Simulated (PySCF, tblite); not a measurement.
# C₄H₁₅FOSi₃: geometry, infrared bands and NMR shifts

What infrared bands and NMR shifts should C₄H₁₅FOSi₃ (`COCC[Si]([SiH3])([SiH3])CF`) show?

Programs: tblite 0.8.0 and PySCF 2.14.0, with density-fitted response routines of our own. Each step states its level of theory. These are calculated values for one molecule in the gas phase, unless marked as measured. Atoms count from 0, in the outputs and in this text.

## (1) The starting structure

24 atoms, charge 0, multiplicity 1; geometry from: force field or distance geometry start.

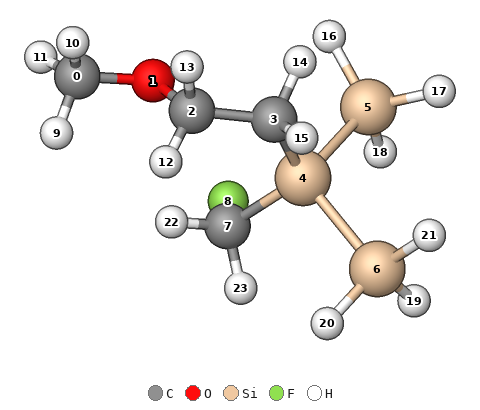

The starting geometry (carbon grey, oxygen red, silicon light orange, fluorine green, hydrogen white), atoms numbered.

## (2) Optimising the geometry with GFN2-xTB

Job settings and geometry (Å):

```
{"job": {"kind": "relax", "xc": "GFN2-xTB", "basis": "xTB"}, "charge": 0, "multiplicity": 1}
C      3.387800    -0.755200    -0.249800
O      2.107600    -0.497200     0.277700
C      1.702500     0.731400    -0.236200
C      0.346700     1.170800     0.222800
Si    -1.064500     0.058600    -0.140900
Si    -1.982900    -0.574300     1.797600
Si    -2.555200     1.272300    -1.334400
C     -0.685600    -1.427600    -1.156300
F     -0.993700    -2.565800    -0.399500
H      3.325700    -0.800100    -1.351700
H      4.061100     0.067400     0.012100
H      3.760600    -1.762700     0.041800
H      1.816600     0.782200    -1.323800
H      2.421300     1.474700     0.210400
H      0.371600     1.324900     1.350700
H      0.149900     2.205100    -0.148600
H     -0.976600    -1.077200     2.754300
H     -2.643200     0.606100     2.330600
H     -2.962600    -1.617800     1.484700
H     -3.782400     0.476100    -1.286900
H     -2.038000     1.321900    -2.691200
H     -2.693100     2.587000    -0.715400
H      0.323200    -1.482600    -1.571800
H     -1.408400    -1.498300    -2.034900
```

On the command line:

```console
OMP_NUM_THREADS=1 python probes_run.py task.json out
```

The driver reads the jobs from task.json and runs them one after another.

**Question.** This job is followed by: GFN2-xTB harmonic vibrations, gas phase; GIAO PBE0/pcSseg-1 NMR shielding, non-relativistic, gas phase. Predict these results of the whole session: strongest single infrared mode (GFN2-xTB); zero-point energy (GFN2-xTB); ¹³C shifts against TMS (PBE0/pcSseg-1); ¹H shifts against TMS (PBE0/pcSseg-1, means over atoms taken as alike); ¹⁷O shifts against H2O (PBE0/pcSseg-1); ²⁹Si shifts against TMS (PBE0/pcSseg-1, means over atoms taken as alike); ¹⁹F shifts against CFCl3 (PBE0/pcSseg-1).

The runs gave:

| quantity | value |
| --- | --- |
| strongest single infrared mode (GFN2-xTB) | 741 cm⁻¹, 482 km/mol |
| zero-point energy (GFN2-xTB) | 109.0 kcal/mol |
| ¹³C shifts against TMS (PBE0/pcSseg-1) | 83.5, 73.8, 59.4, 18.3 ppm |
| ¹H shifts against TMS (PBE0/pcSseg-1, means over atoms taken as alike) | 5.17, 3.60, 3.47, 3.38, 1.07 ppm |
| ¹⁷O shifts against H2O (PBE0/pcSseg-1) | 41.8 ppm |
| ²⁹Si shifts against TMS (PBE0/pcSseg-1, means over atoms taken as alike) | -51.9, -109.7 ppm |
| ¹⁹F shifts against CFCl3 (PBE0/pcSseg-1) | -297.8 ppm |

In words: The optimisation took 288 steps and gained 1.142 eV; among the close pairs (by a distance rule), Si4–C7 changed most, from 1.839 to 1.946 Å. The lowest mode is slightly imaginary (13i cm⁻¹), a soft motion within the noise of the Hessian, so the minimum is not strictly shown. The strongest single mode, at 741 cm⁻¹, is spread over many atoms; the largest shares are those of H15, C3. GFN2-xTB is a fitted tight-binding method: band positions and strengths are rough. Its intensities can rank the bands wrongly. The most deshielded carbon is C7 (sp3 CH2 bonded to F and Si), at 83.5 ppm: deshielded by the electronegative neighbour. H22, H23 (mean) (hydrogen on an sp3 CH2 bonded to F and Si) lies farthest downfield among hydrogen, at 5.17 ppm; its carbon carries F, an electronegative neighbour. At PBE0/pcSseg-1: The widest tensor belongs to C7: span 123 ppm, with a paramagnetic part of -147 ppm.
